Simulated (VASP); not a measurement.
# AlPt: structure and properties in VASP, part 4 of 4

What structure and properties does PBEsol give AlPt, and how near are they to the measured ones? The start is a computed cell from the Materials Project.

VASP 6.6.1, plane waves and PAW; the level of theory is named at each step.

So far. Step 6 (Bands along the symmetry lines (PBEsol + SOC)): Of the bands kept, 8 cross the Fermi level on this path (spinor bands, one electron each). The relaxed cell has a = 4.868 Å (conventional setting).

### 7. Vibrations at Γ (PBEsol)

This step: PBEsol; plane waves and PAW (Al, Pt) (VASP 6.6.1).

Zone-centre modes test whether the atoms sit at a minimum within this cell. IBRION = 8 takes the force constants from linear response, which needs tightly converged orbitals.

INCAR reads:

```
SYSTEM = AlPt
PREC = Accurate
ENCUT = 400
EDIFF = 1E-08
NELM = 100
ISMEAR = 1
SIGMA = 0.2
LREAL = .FALSE.
ALGO = Normal
GGA = PS
NBANDS = 34
LASPH = .TRUE.
LORBIT = 11
LWAVE = .FALSE.
LCHARG = .FALSE.
KPAR = 4
IBRION = 8
ISIF = 2
```

POSCAR reads:

```
AlPt
1.0
    4.8679349866      0.0000000000      0.0000000000
    0.0000000000      4.8679349866      0.0000000000
    0.0000000000      0.0000000000      4.8679349866
Al Pt
4 4
Direct
    0.8441660006      0.8441660006      0.8441660006
    0.6558339994      0.1558339994      0.3441660006
    0.3441660006      0.6558339994      0.1558339994
    0.1558339994      0.3441660006      0.6558339994
    0.1541907813      0.1541907813      0.1541907813
    0.3458092187      0.8458092187      0.6541907813
    0.6541907813      0.3458092187      0.8458092187
    0.8458092187      0.6541907813      0.3458092187
```

KPOINTS reads:

```
Automatic mesh
0
Gamma
6 6 6
0 0 0
```

PAW data sets: Al and Pt (PBE family, release 64).

On the command line:

```bash
$ mpirun -np 4 vasp_std
```

What it wrote:

```text
[... set-up lines as in an earlier step ...]
 entering main loop
       N       E                     dE             d eps       ncg     rms          rms(c)
DAV:   1     0.193465741164E+03    0.19347E+03   -0.20421E+04  1632   0.112E+03
DAV:   2    -0.465660623259E+02   -0.24003E+03   -0.22853E+03  1862   0.236E+02
DAV:   3    -0.554552834637E+02   -0.88892E+01   -0.87318E+01  1998   0.418E+01
DAV:   4    -0.555543339615E+02   -0.99050E-01   -0.98903E-01  1908   0.482E+00
DAV:   5    -0.555555796892E+02   -0.12457E-02   -0.12450E-02  1934   0.541E-01    0.217E+01
DAV:   6    -0.529726846574E+02    0.25829E+01   -0.12636E+01  1730   0.209E+01    0.706E+00
DAV:   7    -0.527433515365E+02    0.22933E+00   -0.59486E-01  1730   0.453E+00    0.426E+00
DAV:   8    -0.526560579784E+02    0.87294E-01   -0.72396E-02  1914   0.143E+00    0.757E-01
DAV:   9    -0.526542928508E+02    0.17651E-02   -0.53967E-03  1922   0.423E-01    0.289E-01
DAV:  10    -0.526542400369E+02    0.52814E-04   -0.83040E-04  1832   0.178E-01    0.511E-02
DAV:  11    -0.526542207053E+02    0.19332E-04   -0.36547E-05  1830   0.373E-02    0.192E-02
DAV:  12    -0.526542194989E+02    0.12064E-05   -0.19519E-06  1886   0.708E-03    0.431E-03
DAV:  13    -0.526542191288E+02    0.37011E-06   -0.10405E-06  1850   0.569E-03    0.254E-03
DAV:  14    -0.526542190918E+02    0.36994E-07   -0.28512E-08  1378   0.951E-04    0.384E-04
DAV:  15    -0.526542191051E+02   -0.13270E-07   -0.15460E-09   934   0.234E-04    0.250E-04
DAV:  16    -0.526542191007E+02    0.43960E-08   -0.24567E-10   900   0.784E-05
   1 F= -.52654219E+02 E0= -.52654700E+02  d E =0.144347E-02
 Linear response reoptimize wavefunctions to high precision
DAV:   1    -0.526542190989E+02    0.18244E-08   -0.55868E-11   892   0.392E-05
DAV:   2    -0.526542190989E+02   -0.10914E-10   -0.12987E-11   868   0.160E-05
 Linear response DOF=           2
 Linear response progress:
  Degree of freedom:   1/  2
       N       E                     dE             d eps       ncg     rms          rms(c)
RMM:   1    -0.105700779470E-01   -0.10570E-01    0.84275E-03 21805   0.553E-01
RMM:   2    -0.865938295298E-02    0.19107E-02   -0.75535E-04 11907   0.100E-01    0.863E-02
RMM:   3    -0.852917334357E-02    0.13021E-03   -0.48124E-04 11971   0.750E-02    0.395E-02
RMM:   4    -0.855388390903E-02   -0.24711E-04   -0.95243E-05 12221   0.354E-02    0.184E-02
RMM:   5    -0.855884528993E-02   -0.49614E-05   -0.11731E-05 12308   0.123E-02    0.915E-03
RMM:   6    -0.856263174427E-02   -0.37865E-05   -0.71436E-07 12409   0.492E-03    0.163E-03
RMM:   7    -0.856283034075E-02   -0.19860E-06   -0.17156E-07 12637   0.117E-03    0.399E-04
RMM:   8    -0.856212674225E-02    0.70360E-06   -0.14351E-08 12793   0.374E-04    0.147E-04
RMM:   9    -0.856193559361E-02    0.19115E-06   -0.20983E-08 12842   0.127E-04    0.546E-05
RMM:  10    -0.856195244464E-02   -0.16851E-07    0.80029E-08 12833   0.545E-05    0.239E-05
RMM:  11    -0.856197439854E-02   -0.21954E-07    0.85901E-09 12793   0.291E-05    0.936E-06
RMM:  12    -0.856197767027E-02   -0.32717E-08    0.14787E-08 12754   0.119E-05    0.329E-06
 first order change of Fermi-energy  -0.23090E-01
 force on displaced ion       1 direction 1 :  -8.412  -0.997  -0.997
 Linear response progress:
  Degree of freedom:   2/  2
       N       E                     dE             d eps       ncg     rms          rms(c)
RMM:   1    -0.267984383708E+00   -0.26798E+00   -0.28151E-01 12448   0.259E+00
RMM:   2    -0.261226500873E+00    0.67579E-02   -0.39485E-03 11442   0.318E-01    0.143E-01
RMM:   3    -0.261211279006E+00    0.15222E-04   -0.24703E-04 12376   0.778E-02    0.782E-02
RMM:   4    -0.261511638209E+00   -0.30036E-03   -0.29899E-04 12381   0.793E-02    0.211E-02
RMM:   5    -0.261544336204E+00   -0.32698E-04   -0.17930E-05 12510   0.196E-02    0.867E-03
RMM:   6    -0.261513590049E+00    0.30746E-04   -0.30699E-06 12571   0.695E-03    0.327E-03
RMM:   7    -0.261495911050E+00    0.17679E-04    0.81869E-08 12743   0.186E-03    0.107E-03
RMM:   8    -0.261482300867E+00    0.13610E-04    0.18701E-07 12819   0.741E-04    0.343E-04
RMM:   9    -0.261477164273E+00    0.51366E-05   -0.66373E-09 12916   0.199E-04    0.874E-05
RMM:  10    -0.261476010007E+00    0.11543E-05   -0.64897E-08 12940   0.813E-05    0.312E-05
RMM:  11    -0.261475754877E+00    0.25513E-06   -0.83048E-09 12944   0.324E-05    0.118E-05
RMM:  12    -0.261475709882E+00    0.44995E-07   -0.42761E-09 12973   0.158E-05    0.348E-06
RMM:  13    -0.261475700489E+00    0.93935E-08   -0.21889E-09 13114   0.656E-06    0.105E-06
 first order change of Fermi-energy  -0.97222E-01
 force on displaced ion       5 direction 1 :  -9.792  -0.006  -0.010
 Linear response finished
```

The job ended after 3.4 min (4 MPI ranks of AMD EPYC 7R43, shared host; peak memory 2.5 GiB; 13 min of CPU time).

OUTCAR, selected parts (step 7):

```text
   NELECT =      52.0000    total number of electrons

  Total        0.0016373      0.0016373      0.0016373      0.0000000      0.0000000      0.0000000
  in kB        0.0227403      0.0227403      0.0227403      0.0000000      0.0000000      0.0000000
  external PRESSURE =       0.0227403 kB  Pullay stress =       0.0000000 kB

 POSITION                                       TOTAL-FORCE (eV/Angst)
 -----------------------------------------------------------------------------------
      4.10935      4.10935      4.10935         0.000473      0.000473      0.000473
      3.19256      0.75859      1.67538        -0.000473     -0.000473      0.000473
      1.67538      3.19256      0.75859         0.000473     -0.000473     -0.000473
      0.75859      1.67538      3.19256        -0.000473      0.000473     -0.000473
      0.75059      0.75059      0.75059        -0.000644     -0.000644     -0.000644
      1.68338      4.11734      3.18456         0.000644      0.000644     -0.000644
      3.18456      1.68338      4.11734        -0.000644      0.000644      0.000644
      4.11734      3.18456      1.68338         0.000644     -0.000644      0.000644
 -----------------------------------------------------------------------------------
    total drift:                                0.000000      0.000000      0.000000

 Eigenvectors and eigenvalues of the dynamical matrix
 ----------------------------------------------------

   1 f  =   10.357190 THz    65.076146 2PiTHz  345.478680 cm-1    42.833878 meV
             X         Y         Z           dx          dy          dz
      4.109345  4.109345  4.109345     0.306236    0.413798    0.444042
      3.192557  0.758590  1.675378     0.104842    0.140280   -0.328846
      1.675378  3.192557  0.758590    -0.019185   -0.088045   -0.237524
      0.758590  1.675378  3.192557     0.182209   -0.361563    0.352720
      0.750591  0.750591  0.750591    -0.056345   -0.013133   -0.094079
      1.683377  4.117344  3.184558    -0.078630    0.049249    0.051265
      3.184558  1.683377  4.117344    -0.050342   -0.068664    0.061370
      4.117344  3.184558  1.683377    -0.028057   -0.006281   -0.104184

   2 f  =   10.357190 THz    65.076146 2PiTHz  345.478680 cm-1    42.833878 meV
             X         Y         Z           dx          dy          dz
      4.109345  4.109345  4.109345    -0.378708   -0.216263   -0.167546
      3.192557  0.758590  1.675378    -0.104081    0.156714    0.010461
      1.675378  3.192557  0.758590     0.487052   -0.405678   -0.424795
      0.758590  1.675378  3.192557     0.212425   -0.032700    0.267710
      0.750591  0.750591  0.750591     0.032084    0.099279   -0.024226
      1.683377  4.117344  3.184558     0.062472    0.014212    0.082609
      3.184558  1.683377  4.117344    -0.072351    0.078320    0.034447
      4.117344  3.184558  1.683377    -0.102739   -0.006748    0.023936

   3 f  =   10.357190 THz    65.076146 2PiTHz  345.478680 cm-1    42.833878 meV
             X         Y         Z           dx          dy          dz
      4.109345  4.109345  4.109345     0.035605   -0.143068    0.114989
      3.192557  0.758590  1.675378     0.465449    0.440715   -0.360858
      1.675378  3.192557  0.758590     0.029666   -0.257179   -0.039987
      0.758590  1.675378  3.192557    -0.400178    0.326604   -0.205881
      0.750591  0.750591  0.750591    -0.085607    0.038780    0.045770
      1.683377  4.117344  3.184558    -0.038043   -0.094367    0.045611
      3.184558  1.683377  4.117344     0.061348    0.026153    0.081116
      4.117344  3.184558  1.683377     0.013785   -0.106994    0.010265

   4 f  =    9.180355 THz    57.681869 2PiTHz  306.223666 cm-1    37.966879 meV
             X         Y         Z           dx          dy          dz
      4.109345  4.109345  4.109345     0.307558   -0.452735    0.193466
      3.192557  0.758590  1.675378    -0.352485    0.086352   -0.085956
      1.675378  3.192557  0.758590    -0.366772   -0.089202   -0.103448
[...]
3.192557  0.758590  1.675378     0.056180    0.374759    0.453250
      1.675378  3.192557  0.758590    -0.265718   -0.438955    0.059126
      0.758590  1.675378  3.192557     0.036196   -0.192369   -0.009950
      0.750591  0.750591  0.750591     0.004102    0.091157   -0.034983
      1.683377  4.117344  3.184558    -0.068140    0.068451    0.016671
      3.184558  1.683377  4.117344    -0.038499   -0.044547   -0.077635
      4.117344  3.184558  1.683377     0.033743   -0.067253    0.059324

   7 f  =    9.175715 THz    57.652716 2PiTHz  306.068898 cm-1    37.947690 meV
             X         Y         Z           dx          dy          dz
      4.109345  4.109345  4.109345     0.288625    0.288625    0.288625
      3.192557  0.758590  1.675378    -0.288625   -0.288625    0.288625
      1.675378  3.192557  0.758590     0.288625   -0.288625   -0.288625
      0.758590  1.675378  3.192557    -0.288625    0.288625   -0.288625
      0.750591  0.750591  0.750591     0.005402    0.005402    0.005402
      1.683377  4.117344  3.184558    -0.005402   -0.005402    0.005402
      3.184558  1.683377  4.117344     0.005402   -0.005402   -0.005402
      4.117344  3.184558  1.683377    -0.005402    0.005402   -0.005402

   8 f  =    8.000270 THz    50.267181 2PiTHz  266.860293 cm-1    33.086445 meV
             X         Y         Z           dx          dy          dz
      4.109345  4.109345  4.109345     0.225430    0.171915   -0.397344
      3.192557  0.758590  1.675378    -0.225430   -0.171915   -0.397344
      1.675378  3.192557  0.758590     0.225430   -0.171915    0.397344
      0.758590  1.675378  3.192557    -0.225430    0.171915    0.397344
      0.750591  0.750591  0.750591     0.042928    0.045545   -0.088473
      1.683377  4.117344  3.184558    -0.042928   -0.045545   -0.088473
      3.184558  1.683377  4.117344     0.042928   -0.045545    0.088473
      4.117344  3.184558  1.683377    -0.042928    0.045545    0.088473

   9 f  =    8.000270 THz    50.267181 2PiTHz  266.860293 cm-1    33.086445 meV
             X         Y         Z           dx          dy          dz
      4.109345  4.109345  4.109345    -0.328662    0.359559   -0.030897
      3.192557  0.758590  1.675378     0.328662   -0.359559   -0.030897
      1.675378  3.192557  0.758590    -0.328662   -0.359559    0.030897
      0.758590  1.675378  3.192557     0.328662    0.359559    0.030897
      0.750591  0.750591  0.750591    -0.077375    0.075864    0.001511
      1.683377  4.117344  3.184558     0.077375   -0.075864    0.001511
      3.184558  1.683377  4.117344    -0.077375   -0.075864   -0.001511
      4.117344  3.184558  1.683377     0.077375    0.075864   -0.001511

  10 f  =    7.653592 THz    48.088939 2PiTHz  255.296361 cm-1    31.652700 meV
             X         Y         Z           dx          dy          dz
      4.109345  4.109345  4.109345    -0.162241   -0.215830    0.467085
      3.192557  0.758590  1.675378     0.104246   -0.042364    0.342831
      1.675378  3.192557  0.758590     0.040358   -0.255933    0.440980
      0.758590  1.675378  3.192557    -0.226130   -0.082467    0.368936
      0.750591  0.750591  0.750591    -0.043731    0.083946   -0.131747
      1.683377  4.117344  3.184558     0.074642    0.044802   -0.169454
      3.184558  1.683377  4.117344     0.089059    0.066132   -0.125856
      4.117344  3.184558  1.683377    -0.029315    0.026989   -0.175344

  11 f  =    7.653592 THz    48.088939 2PiTHz  255.296361 cm-1    31.652700 meV
             X         Y         Z           dx          dy          dz
      4.109345  4.109345  4.109345     0.380485   -0.094754   -0.024440
      3.192557  0.758590  1.675378     0.437550   -0.057608    0.197873
      1.675378  3.192557  0.758590     0.464461    0.183260    0.156529
      0.758590  1.675378  3.192557     0.407397    0.220405    0.016904
    [... 145 further lines ...]
      3.184558  1.683377  4.117344    -0.316398   -0.345530   -0.008000
      4.117344  3.184558  1.683377    -0.316400   -0.345528   -0.007997

 ELASTIC MODULI CONTR FROM IONIC RELAXATION (kBar)
 Direction    XX          YY          ZZ          XY          YZ          ZX
 --------------------------------------------------------------------------------
 XX         -77.2250     30.5294     30.5294     -0.0000     -0.0000     -0.0000
 YY          30.5294    -77.2250     30.5294     -0.0000      0.0000      0.0000
 ZZ          30.5294     30.5294    -77.2250      0.0000      0.0000     -0.0000
 XY          -0.0000     -0.0000      0.0000    -60.2329     -0.0000      0.0000
 YZ          -0.0000      0.0000      0.0000     -0.0000    -60.2329     -0.0000
 ZX           0.0000      0.0000     -0.0000      0.0000      0.0000    -60.2329
 --------------------------------------------------------------------------------

[... 10 parts as in an earlier step ...]

[... 1 further part left out ...]
```

Energies printed during the response cycles are not total energies of the cell.

Numbers from this step:

```yaml
bands: 34
irreducible_k_points: 24
pressure_of_the_cell: 0.002274 GPa
largest_force_of_the_cell: 0.001116 eV/Å
```

The modes at Γ (shares of kinetic energy by element, %):

```tsv
mode	frequency (cm⁻¹)	symmetry	Al %	Pt %
1	0.0	acoustic	12	88
2	0.0	acoustic	12	88
3	0.0	acoustic	12	88
4	98.4	A	0	100
5	106.5	E	5	95
6	106.5	E	5	95
7	107.0	T	5	95
8	107.0	T	5	95
9	107.0	T	5	95
10	120.3	T	3	97
11	120.3	T	3	97
12	120.3	T	3	97
13	255.3	T	88	12
14	255.3	T	88	12
15	255.3	T	88	12
16	266.9	E	95	5
17	266.9	E	95	5
18	306.1	A	100	0
19	306.2	T	96	4
20	306.2	T	96	4
21	306.2	T	96	4
22	345.5	T	95	5
23	345.5	T	95	5
24	345.5	T	95	5
```

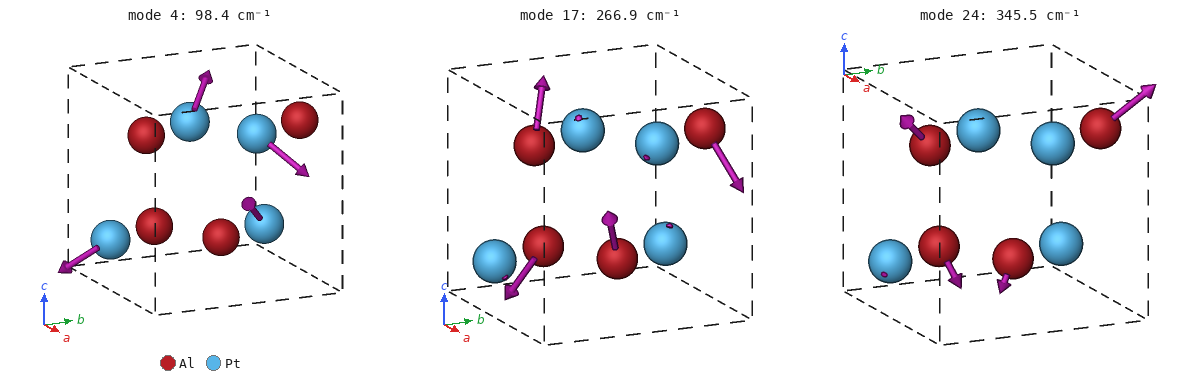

Displacement patterns of modes 4, 17 and 24 at Γ; arrows are exaggerated.

The three acoustic modes come out at zero, and all others are real. By the characters of their eigenvectors the optical modes sort into (cm⁻¹) Raman active: A 98, E 107, T 107, T 120, T 255, E 267, A 306, T 306, T 345; infrared active: T 107, T 120, T 255, T 306, T 345.

### 8. Results

| Property | Result |
| --- | --- |
| relaxed volume | 14.42 Å³/atom |
| relaxed conventional cell a, b, c | 4.868, 4.868, 4.868 Å |
| space group after relaxing, within 0.02 Å | P2_13 (No. 198) |
| band gap | none, a metal |
| DOS at the Fermi level | 0.984 states/eV/cell |
| band gap (PBEsol + SOC) | none, a metal |
| highest zone-centre mode | 345 cm⁻¹ |

With PBEsol, AlPt relaxes to 14.42 Å³/atom in space group P2_13 (held by the symmetry of the run) and comes out as a metal. Band structure (PBEsol): Of the bands kept, 4 cross the Fermi level on this path. Bands along the symmetry lines (PBEsol + SOC): Of the bands kept, 8 cross the Fermi level on this path (spinor bands, one electron each). Vibrations at Γ (PBEsol): The highest mode in this list at Γ, 345.5 cm⁻¹, is mostly motion of Al (95 % of the kinetic energy). Modes at Γ alone can't show that the crystal is stable at other wave vectors. No search among competing phases was made, and a listed structure need not be the one stable at ambient conditions. All values are for a static lattice at zero temperature.

Calculation against experiment:

| quantity | measured | PBEsol |
| --- | --- | --- |
| lattice constant a (Å) | 4.864 | 4.868 (+0.1 %) |

Measured values from arxiv:2206.01159 (2022).

How well it matches: The lattice constant a is off by +0.1 %: good agreement. The grades are ours: good and fair within 0.7 and 1.5 % for the lattice constant a. For lattice constants the calculation has a static lattice, without zero-point motion or thermal expansion (measured at up to 300 K).

[Lines on the potential files, build, host, timing and source positions are cut from VASP's logs without a mark.]

[Logs are printed without paths, hosts, clocks, repeated set-up lines and the standing remarks that a program may print on its own settings, such as how far it seeks lower states.]

[Hosts, paths, dates, database ids (printed as entryN), source tags and the programs' standing remarks are cut or masked in the printed files.]

[A measured line is paired with the nearest computed mode of its activity, which favours agreement.]
